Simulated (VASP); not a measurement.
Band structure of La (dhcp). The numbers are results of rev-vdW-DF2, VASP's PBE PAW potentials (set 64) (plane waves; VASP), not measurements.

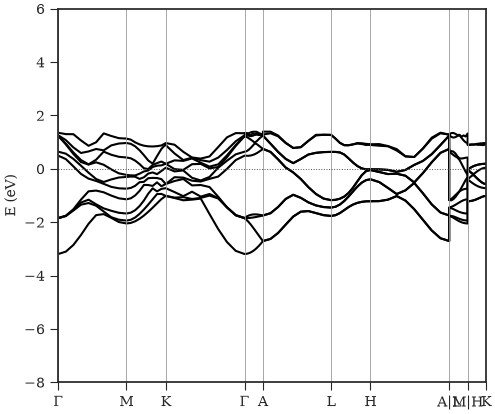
Figure. Bands along high-symmetry lines, zero at the valence-band maximum or, without a gap, the Fermi level

Question: Read the plot: is there a gap, and where are the band edges?

Answer: It has no gap at this level: it comes out as a metal or semimetal. (Edges off the drawn lines would not show.)

The compound is La in the dhcp structure. It was relaxed first, which changed the volume by -5 %.
